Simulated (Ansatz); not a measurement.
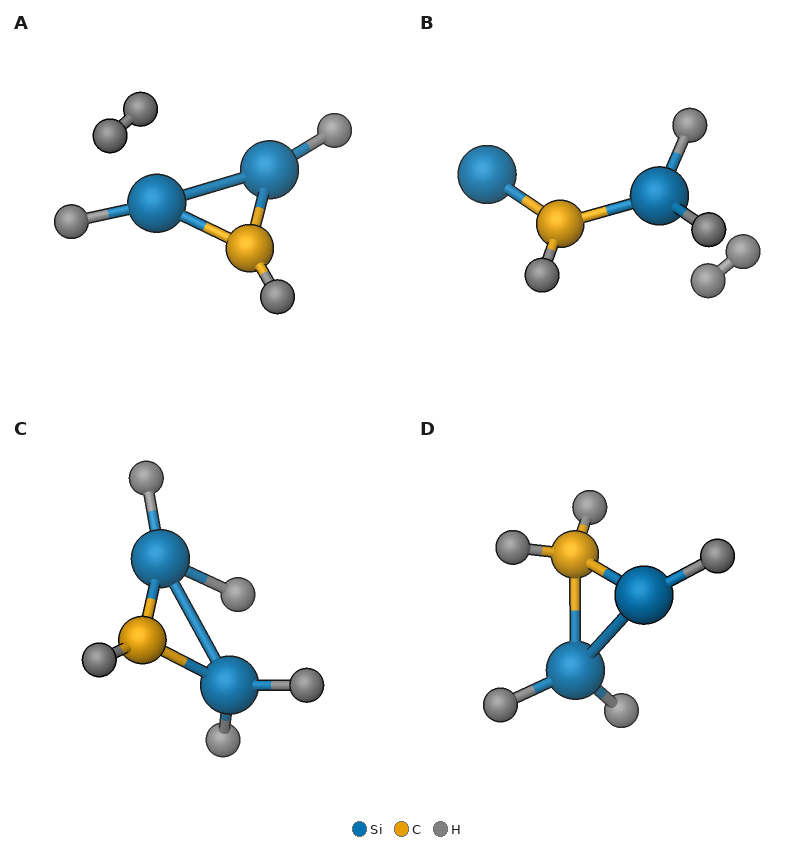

4 stationary structures of one formula. Charge +1, singlet. Geometries: PBE-D4/def2-SVP. Electronic energies: PBE-D4/def2-SVP (Ansatz 0.2.0), without zero-point energy. No frequency run is at hand to confirm each as a minimum. Each is one conformer, not always the lowest.

**Which structure is the most stable?**

D is lowest (C1); C lies 5.5 kcal/mol above it (Cs), B lies 16.7 kcal/mol above it (C1), A lies 27.6 kcal/mol above it (C1).
